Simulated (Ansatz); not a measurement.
Pt (fcc, Cu type)

```
CELL_PARAMETERS angstrom
      0.00000     1.97000     1.97000
      1.97000     0.00000     1.97000
      1.97000     1.97000     0.00000
ATOMIC_POSITIONS crystal
  Pt 0.00000 0.00000 0.00000
```

Equation-of-state scan: isotropic scaling of the cell above, V₀ being its volume. Symmetry pins the atoms to their sites.

Computed with r2SCAN (plane waves to 500 eV, PAW, scalar-relativistic; Ansatz, a first-principles code). k mesh 20×20×20 (Γ-centred), Fermi-Dirac smearing 0.05 eV. The energy includes the smearing's −TS. Pt is run without spin polarisation. Pt was relaxed with its symmetry unable to fall. Spin-orbit coupling is left out, though Pt is heavy. The PAW data are Ansatz's earlier set. The zero of ΔE is the relaxed starting cell.

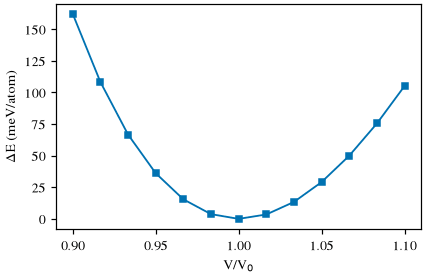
Figure. ΔE (meV/atom) against V/V₀; computed points joined by lines.

Problem. What is ΔE at V/V₀ = 1.100?

Solution. About 110 meV/atom.

Problem. What is ΔE at V/V₀ = 0.900?

Solution. About 160 meV/atom.

Problem. What bulk modulus B₀ follows from a third-order Birch-Murnaghan fit?

Solution. About 270 GPa.

(Under strain, the slope of the energy per volume gives the stress and its curvature an elastic modulus.)
